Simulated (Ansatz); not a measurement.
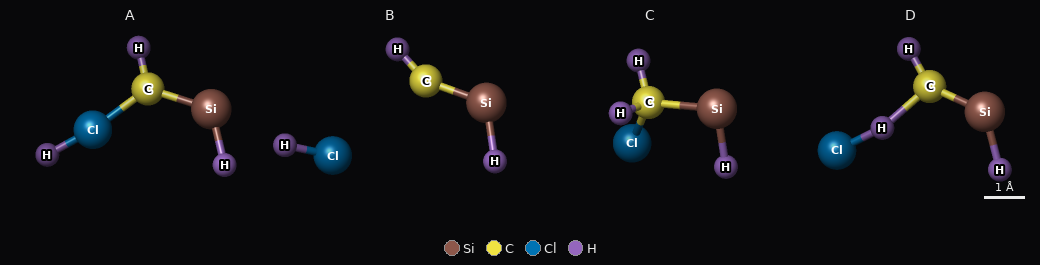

4 geometries from one relaxation of CH₃ClSi, in shuffled order. A ball-and-stick model, seen at a tilt.

It is one of the separated reactants of a reaction.

The calculation used Ansatz 0.2.0, RKS PBE-D4/def2-SVP. Set-up: force threshold 0.03 eV/Å; at most 250 steps.

> Order the frames from highest to lowest energy.

A, B, D, C. They are steps 0, 26, 42, 61, at +3.964 eV, +2.133 eV, +1.895 eV relative to the last. The largest move after the best rigid fit is that of an H atom, 2.05 Å. By element the largest moves are H 2.05 Å, Cl 1.48 Å, Si 0.61 Å, C 0.59 Å. Among the contacts that change: C–H 3.033 → 1.121 Å, Cl–H 1.330 → 2.401 Å, C–Si 1.711 → 1.922 Å, C–Cl 1.719 → 1.805 Å. New bonds form, among them: C–H (3.03 → 1.12 Å). Bonds break, among them: Cl–H (1.33 → 2.40 Å). Bond angles that change, for instance: C–Si–H 122.6° → 94.6°, Si–C–H 121.7° → 112.4°, Cl–C–H 113.0° → 107.7°. The energy falls by 3.964 eV in 55 accepted moves (61 points after the start). Largest force component: 3.9 eV/Å at the start, 0.013 eV/Å at the end. The line search rejected the trial steps at points 16, 17, 19, 24, 27, 60 of the run. The forces were under the threshold at step 12, but the run went on from there.
